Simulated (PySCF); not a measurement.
**ClCuH₃N: field gradients at the nuclei**

How much do the quadrupole couplings of ClCuH₃N depend on the level of theory? Each job file holds the settings and the coordinates that a driver script hands to the program.

Method: the levels named in each step, in PySCF 2.14.0, density-fitted response routines.

### Step 1. The system as given

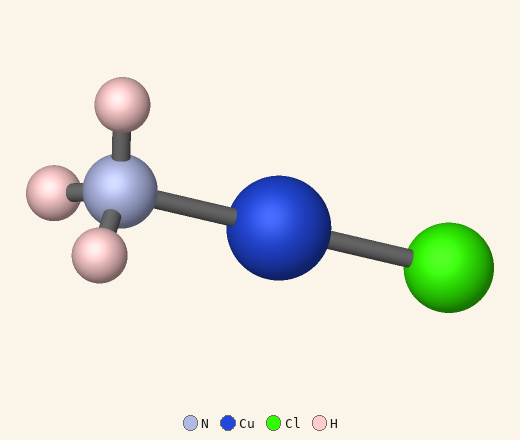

The starting structure, seen from a chosen angle (nitrogen light blue, copper blue, chlorine green, hydrogen pink).

Coordinates:

```xyz
6

N    -2.2425    0.1457    0.0021
Cu   -0.3354    0.0214    0.0009
Cl    1.7072   -0.1101   -0.0027
H    -2.5585    0.4830    0.9070
H    -2.6403   -0.7743   -0.1753
H    -2.5408    0.7897   -0.7227
```

### Step 2. Geometry, PBE0-D3(BJ)/def2-TZVP

Contents of job.txt:

```
{"job": {"xc": "PBE0", "basis": "def2-TZVP", "d3": "d3bj", "grid": 2, "kind": "geom"}, "charge": 0, "multiplicity": 1}
N     -2.242460     0.145710     0.002080
Cu    -0.335440     0.021370     0.000910
Cl     1.707220    -0.110130    -0.002670
H     -2.558450     0.482990     0.906960
H     -2.640300    -0.774350    -0.175320
H     -2.540790     0.789660    -0.722730
```

The log of the run:

```text
step   0  E = -2156.95414532  max force = 0.009803
step   1  E = -2156.95484200  max force = 0.004530
step   2  E = -2156.95498722  max force = 0.001062
step   3  E = -2156.95498969  max force = 0.000501
step   4  E = -2156.95499025  max force = 0.000074
optimisation converged
```

It took 54 s on 4 threads of Intel Xeon at 2.50GHz (Skylake/Cascade Lake), shared host; peak memory 0.51 GiB.

It ended at:

```xyz
6

N    -2.2413    0.1457    0.0025
Cu   -0.3059    0.0184    0.0003
Cl    1.7706   -0.1185   -0.0026
H    -2.5898    0.4816    0.8948
H    -2.6721   -0.7567   -0.1723
H    -2.5719    0.7847   -0.7135
```

### Step 3. Field gradients, PBE0/def2-TZVPP

Contents of job.txt:

```
{"job": {"kind": "efgt", "xc": "PBE0", "basis": "def2-TZVPP"}, "charge": 0, "multiplicity": 1}
N     -2.241255     0.145681     0.002548
Cu    -0.305865     0.018427     0.000274
Cl     1.770597    -0.118472    -0.002588
H     -2.589777     0.481563     0.894825
H     -2.672068    -0.756691    -0.172326
H     -2.571852     0.784742    -0.713503
```

The log of the run:

```text
coarse grid: 26296 points
cycle   1  E = -2155.8871788299  dE =  6.777e-01  |g| = 3.506e+00  |ddm| = 2.068e+00
cycle   2  E = -2152.7983366864  dE =  3.089e+00  |g| = 6.768e+00  |ddm| = 5.671e+00
cycle   3  E = -2156.8774900342  dE = -4.079e+00  |g| = 8.948e-01  |ddm| = 4.840e+00
cycle   4  E = -2156.9287120174  dE = -5.122e-02  |g| = 3.312e-01  |ddm| = 5.926e-01
cycle   5  E = -2156.9564725404  dE = -2.776e-02  |g| = 4.774e-02  |ddm| = 3.349e-01
cycle   6  E = -2156.9566701158  dE = -1.976e-04  |g| = 1.785e-02  |ddm| = 2.986e-02
cycle   7  E = -2156.9567318808  dE = -6.176e-05  |g| = 2.503e-03  |ddm| = 9.632e-03
cycle   8  E = -2156.9567331387  dE = -1.258e-06  |g| = 5.779e-04  |ddm| = 2.268e-03
final grid: 82848 points
cycle   9  E = -2156.9567391285  dE =  1.288e-07  |g| = 1.565e-03  |ddm| = 1.128e-03
cycle  10  E = -2156.9567374001  dE =  1.728e-06  |g| = 4.894e-03  |ddm| = 2.043e-03
cycle  11  E = -2156.9567393316  dE = -1.931e-06  |g| = 1.208e-04  |ddm| = 1.535e-03
cycle  12  E = -2156.9567393345  dE = -2.959e-09  |g| = 1.974e-05  |ddm| = 1.024e-04
cycle  13  E = -2156.9567393346  dE = -6.457e-11  |g| = 1.324e-05  |ddm| = 2.055e-05
converged SCF energy = -2156.9567393346

Field-gradient tensors (au): xx yy zz xy xz yz
  0 N    -0.60264    0.29939    0.30325    0.05924    0.00108   -0.00007
  1 Cu   -0.70485    0.35010    0.35475    0.06985    0.00137   -0.00010
  2 Cl    1.33221   -0.66169   -0.67052   -0.13206   -0.00288    0.00019
  3 H    -0.14009   -0.11124    0.25132   -0.06273   -0.17291    0.15962
  4 H    -0.10458    0.25969   -0.15511    0.21665    0.04158    0.08365
  5 H    -0.14687    0.04603    0.10084   -0.11541    0.13203   -0.24336
```

It took 14 s on 4 threads of Intel Xeon at 2.50GHz (Skylake/Cascade Lake), shared host; peak memory 0.66 GiB.

### Step 4. Field gradients, PBE/def2-TZVPP

Edit job.txt of step 3 so:

```diff
@@ -1,2 +1,2 @@
-{"job": {"kind": "efgt", "xc": "PBE0", "basis": "def2-TZVPP"}, "charge": 0, "multiplicity": 1}
+{"job": {"kind": "efgt", "xc": "PBE", "basis": "def2-TZVPP"}, "charge": 0, "multiplicity": 1}
 N     -2.241255     0.145681     0.002548
```

The log of the run:

```text
coarse grid: 26296 points
cycle   1  E = -2152.8989050370  dE =  3.621e+00  |g| = 6.480e+00  |ddm| = 3.014e+00
cycle   2  E = -2136.5628260922  dE =  1.634e+01  |g| = 1.219e+01  |ddm| = 1.857e+01
cycle   3  E = -2155.8767566244  dE = -1.931e+01  |g| = 3.120e+00  |ddm| = 1.832e+01
cycle   4  E = -2151.2093452401  dE =  4.667e+00  |g| = 3.591e+00  |ddm| = 6.057e+00
cycle   5  E = -2156.8433045579  dE = -5.634e+00  |g| = 6.586e-01  |ddm| = 5.805e+00
cycle   6  E = -2156.8749289553  dE = -3.162e-02  |g| = 5.055e-01  |ddm| = 8.032e-01
cycle   7  E = -2156.9165004378  dE = -4.157e-02  |g| = 1.705e-01  |ddm| = 2.838e-01
cycle   8  E = -2156.9203540974  dE = -3.854e-03  |g| = 3.025e-02  |ddm| = 1.222e-01
cycle   9  E = -2156.9204696294  dE = -1.155e-04  |g| = 1.446e-02  |ddm| = 2.283e-02
cycle  10  E = -2156.9204991011  dE = -2.947e-05  |g| = 1.670e-03  |ddm| = 8.444e-03
cycle  11  E = -2156.9204995867  dE = -4.856e-07  |g| = 8.857e-04  |ddm| = 2.657e-03
final grid: 82848 points
cycle  12  E = -2156.9205030243  dE =  1.649e-06  |g| = 4.392e-03  |ddm| = 2.604e-03
cycle  13  E = -2156.9204670852  dE =  3.594e-05  |g| = 2.069e-02  |ddm| = 9.982e-03
cycle  14  E = -2156.9205047972  dE = -3.771e-05  |g| = 3.879e-04  |ddm| = 7.883e-03
cycle  15  E = -2156.9205048232  dE = -2.596e-08  |g| = 7.208e-05  |ddm| = 3.503e-04
cycle  16  E = -2156.9205048241  dE = -9.677e-10  |g| = 4.101e-06  |ddm| = 6.250e-05
converged SCF energy = -2156.9205048241

Field-gradient tensors (au): xx yy zz xy xz yz
  0 N    -0.56526    0.28082    0.28444    0.05555    0.00102   -0.00007
  1 Cu   -0.41991    0.20855    0.21136    0.04164    0.00082   -0.00007
  2 Cl    1.48730   -0.73871   -0.74859   -0.14744   -0.00323    0.00021
  3 H    -0.13918   -0.11195    0.25113   -0.06274   -0.17262    0.15981
  4 H    -0.10372    0.25959   -0.15587    0.21630    0.04153    0.08378
  5 H    -0.14595    0.04551    0.10044   -0.11532    0.13179   -0.24367
```

It took 16 s on 4 threads of Intel Xeon at 2.50GHz (Skylake/Cascade Lake), shared host; peak memory 0.66 GiB.

### Step 5. Field gradients, B3LYP/def2-TZVPP

Edit job.txt of step 4 so:

```diff
@@ -1,2 +1,2 @@
-{"job": {"kind": "efgt", "xc": "PBE", "basis": "def2-TZVPP"}, "charge": 0, "multiplicity": 1}
+{"job": {"kind": "efgt", "xc": "B3LYP", "basis": "def2-TZVPP"}, "charge": 0, "multiplicity": 1}
 N     -2.241255     0.145681     0.002548
```

The log of the run:

```text
coarse grid: 26296 points
cycle   1  E = -2156.0356112483  dE =  1.064e+00  |g| = 4.048e+00  |ddm| = 2.168e+00
cycle   2  E = -2151.1179479571  dE =  4.918e+00  |g| = 7.989e+00  |ddm| = 8.032e+00
cycle   3  E = -2157.2799075815  dE = -6.162e+00  |g| = 1.402e+00  |ddm| = 7.387e+00
cycle   4  E = -2157.3270610991  dE = -4.715e-02  |g| = 7.667e-01  |ddm| = 1.236e+00
cycle   5  E = -2157.4879202476  dE = -1.609e-01  |g| = 4.731e-02  |ddm| = 8.396e-01
cycle   6  E = -2157.4878689119  dE =  5.134e-05  |g| = 4.660e-02  |ddm| = 4.217e-02
cycle   7  E = -2157.4882867749  dE = -4.179e-04  |g| = 3.525e-03  |ddm| = 2.282e-02
cycle   8  E = -2157.4882884692  dE = -1.694e-06  |g| = 8.932e-04  |ddm| = 3.200e-03
final grid: 82848 points
cycle   9  E = -2157.4882872017  dE = -4.228e-08  |g| = 8.499e-04  |ddm| = 1.394e-03
cycle  10  E = -2157.4882871770  dE =  2.474e-08  |g| = 9.070e-04  |ddm| = 1.236e-03
cycle  11  E = -2157.4882873155  dE = -1.384e-07  |g| = 5.168e-04  |ddm| = 7.382e-04
cycle  12  E = -2157.4882873377  dE = -2.223e-08  |g| = 5.254e-05  |ddm| = 1.680e-04
cycle  13  E = -2157.4882873382  dE = -4.979e-10  |g| = 8.667e-06  |ddm| = 3.001e-05
converged SCF energy = -2157.4882873382

Field-gradient tensors (au): xx yy zz xy xz yz
  0 N    -0.62357    0.30979    0.31378    0.06130    0.00112   -0.00007
  1 Cu   -0.60249    0.29925    0.30324    0.05972    0.00117   -0.00009
  2 Cl    1.37278   -0.68185   -0.69092   -0.13609   -0.00298    0.00019
  3 H    -0.13824   -0.10946    0.24771   -0.06172   -0.17016    0.15723
  4 H    -0.10330    0.25597   -0.15267    0.21327    0.04093    0.08241
  5 H    -0.14492    0.04546    0.09946   -0.11355    0.12993   -0.23972
```

It took 14 s on 4 threads of Intel Xeon at 2.50GHz (Skylake/Cascade Lake), shared host; peak memory 0.66 GiB.

### Step 6. Field gradients, CAM-B3LYP/def2-TZVPP

Edit job.txt of step 5 so:

```diff
@@ -1,2 +1,2 @@
-{"job": {"kind": "efgt", "xc": "B3LYP", "basis": "def2-TZVPP"}, "charge": 0, "multiplicity": 1}
+{"job": {"kind": "efgt", "xc": "CAM-B3LYP", "basis": "def2-TZVPP"}, "charge": 0, "multiplicity": 1}
 N     -2.241255     0.145681     0.002548
```

The log of the run:

```text
coarse grid: 26296 points
cycle   1  E = -2156.8356406745  dE =  2.545e-01  |g| = 2.862e+00  |ddm| = 1.947e+00
cycle   2  E = -2155.2197136244  dE =  1.616e+00  |g| = 5.397e+00  |ddm| = 3.145e+00
cycle   3  E = -2157.4970144005  dE = -2.277e+00  |g| = 4.116e-01  |ddm| = 2.194e+00
cycle   4  E = -2157.5143256691  dE = -1.731e-02  |g| = 8.200e-02  |ddm| = 3.227e-01
cycle   5  E = -2157.5150222489  dE = -6.966e-04  |g| = 1.805e-02  |ddm| = 4.468e-02
cycle   6  E = -2157.5150915286  dE = -6.928e-05  |g| = 6.137e-03  |ddm| = 1.309e-02
cycle   7  E = -2157.5150992850  dE = -7.756e-06  |g| = 2.088e-03  |ddm| = 8.547e-03
final grid: 82848 points
cycle   8  E = -2157.5150980797  dE =  4.361e-07  |g| = 4.289e-03  |ddm| = 3.581e-03
cycle   9  E = -2157.5150897655  dE =  8.314e-06  |g| = 1.143e-02  |ddm| = 4.651e-03
cycle  10  E = -2157.5150997214  dE = -9.956e-06  |g| = 4.520e-04  |ddm| = 3.192e-03
cycle  11  E = -2157.5150997637  dE = -4.237e-08  |g| = 1.228e-04  |ddm| = 3.993e-04
cycle  12  E = -2157.5150997715  dE = -7.818e-09  |g| = 6.088e-05  |ddm| = 3.560e-04
cycle  13  E = -2157.5150997724  dE = -8.745e-10  |g| = 9.321e-06  |ddm| = 8.639e-05
converged SCF energy = -2157.5150997724

Field-gradient tensors (au): xx yy zz xy xz yz
  0 N    -0.62793    0.31195    0.31598    0.06173    0.00113   -0.00007
  1 Cu   -0.71508    0.35518    0.35990    0.07087    0.00139   -0.00010
  2 Cl    1.29963   -0.64552   -0.65411   -0.12883   -0.00281    0.00018
  3 H    -0.13851   -0.10993    0.24843   -0.06201   -0.17092    0.15777
  4 H    -0.10341    0.25670   -0.15329    0.21416    0.04110    0.08268
  5 H    -0.14522    0.04552    0.09969   -0.11408    0.13051   -0.24054
```

Wall time 16 s (4 threads of Intel Xeon at 2.50GHz (Skylake/Cascade Lake), shared host); peak memory 0.69 GiB.

### Step 7. Field gradients, HF/def2-TZVPP

Edit job.txt of step 6 so:

```diff
@@ -1,2 +1,2 @@
-{"job": {"kind": "efgt", "xc": "CAM-B3LYP", "basis": "def2-TZVPP"}, "charge": 0, "multiplicity": 1}
+{"job": {"kind": "efgt", "xc": "HF", "basis": "def2-TZVPP"}, "charge": 0, "multiplicity": 1}
 N     -2.241255     0.145681     0.002548
```

The log of the run:

```text
final grid: 82848 points
cycle   1  E = -2154.6355835291  dE = -2.858e-01  |g| = 1.065e+00  |ddm| = 1.700e+00
cycle   2  E = -2154.6121546036  dE =  2.343e-02  |g| = 1.398e+00  |ddm| = 8.253e-01
cycle   3  E = -2154.7527165278  dE = -1.406e-01  |g| = 6.979e-02  |ddm| = 3.800e-01
cycle   4  E = -2154.7542365784  dE = -1.520e-03  |g| = 3.003e-02  |ddm| = 1.022e-01
cycle   5  E = -2154.7546328774  dE = -3.963e-04  |g| = 1.542e-02  |ddm| = 5.887e-02
cycle   6  E = -2154.7547770443  dE = -1.442e-04  |g| = 6.320e-03  |ddm| = 4.789e-02
cycle   7  E = -2154.7548046924  dE = -2.765e-05  |g| = 2.516e-03  |ddm| = 2.084e-02
cycle   8  E = -2154.7548087998  dE = -4.107e-06  |g| = 8.826e-04  |ddm| = 6.341e-03
cycle   9  E = -2154.7548095094  dE = -7.096e-07  |g| = 1.719e-04  |ddm| = 2.412e-03
cycle  10  E = -2154.7548095355  dE = -2.614e-08  |g| = 3.367e-05  |ddm| = 4.485e-04
cycle  11  E = -2154.7548095362  dE = -7.226e-10  |g| = 2.134e-05  |ddm| = 6.327e-05
converged SCF energy = -2154.7548095362

Field-gradient tensors (au): xx yy zz xy xz yz
  0 N    -0.74120    0.36822    0.37298    0.07289    0.00132   -0.00008
  1 Cu   -1.41985    0.70528    0.71457    0.14065    0.00272   -0.00019
  2 Cl    0.87300   -0.43365   -0.43935   -0.08654   -0.00189    0.00012
  3 H    -0.14317   -0.10935    0.25252   -0.06270   -0.17376    0.15941
  4 H    -0.10752    0.26069   -0.15318    0.21778    0.04174    0.08349
  5 H    -0.14999    0.04769    0.10230   -0.11568    0.13274   -0.24297
```

It took 4 s on 4 threads of Intel Xeon at 2.50GHz (Skylake/Cascade Lake), shared host; peak memory 0.69 GiB.

### Step 8. Comparison

Largest principal value Vzz, in atomic units:

| atom | PBE0/def2-TZVPP | PBE/def2-TZVPP | B3LYP/def2-TZVPP | CAM-B3LYP/def2-TZVPP | HF/def2-TZVPP |
| --- | --- | --- | --- | --- | --- |
| N1 | -0.6065 | -0.5689 | -0.6276 | -0.6320 | -0.7460 |
| Cu2 | -0.7095 | -0.4227 | -0.6064 | -0.7198 | -1.4291 |
| Cl3 | 1.3409 | 1.4970 | 1.3818 | 1.3081 | 0.8787 |
| H4 | 0.3770 | 0.3768 | 0.3713 | 0.3727 | 0.3782 |
| H5 | 0.3770 | 0.3768 | 0.3713 | 0.3726 | 0.3781 |
| H6 | 0.3770 | 0.3768 | 0.3714 | 0.3727 | 0.3782 |
| CPU time | 29 s | 46 s | 29 s | 34 s | 11 s |

Couplings eQVzz/h in MHz (234.9647 × Q in barn × Vzz), with Q = 0.02044 (14N), -0.22 (63Cu), -0.08112 (35Cl), 0.00285783 (2H):

| nucleus | PBE0/def2-TZVPP | PBE/def2-TZVPP | B3LYP/def2-TZVPP | CAM-B3LYP/def2-TZVPP | HF/def2-TZVPP |
| --- | --- | --- | --- | --- | --- |
| 14N (atom 1) | -2.913 | -2.732 | -3.014 | -3.035 | -3.583 |
| 63Cu (atom 2) | 36.673 | 21.848 | 31.347 | 37.206 | 73.875 |
| 35Cl (atom 3) | -25.559 | -28.534 | -26.337 | -24.933 | -16.748 |
| 2H (atom 4) | 0.253 | 0.253 | 0.249 | 0.250 | 0.254 |
| 2H (atom 5) | 0.253 | 0.253 | 0.249 | 0.250 | 0.254 |
| 2H (atom 6) | 0.253 | 0.253 | 0.249 | 0.250 | 0.254 |

### Step 9. What came out

```
                                  quantity        value
 coupling of 14N (atom 1), PBE0/def2-TZVPP   -2.913 MHz
coupling of 63Cu (atom 2), PBE0/def2-TZVPP   36.673 MHz
coupling of 35Cl (atom 3), PBE0/def2-TZVPP  -25.559 MHz
  coupling of 2H (atom 4), PBE0/def2-TZVPP    0.253 MHz
  coupling of 2H (atom 5), PBE0/def2-TZVPP    0.253 MHz
```

What this shows: The largest coupling, that of 63Cu, runs from 21.848 (PBE/def2-TZVPP) to 73.875 MHz (HF/def2-TZVPP). The gradients are non-relativistic, at the equilibrium geometry and in principal axes; measured couplings hold vibrational averaging and refer to the inertial axes. The def2 sets are stiff near the nuclei, which limits their accuracy.
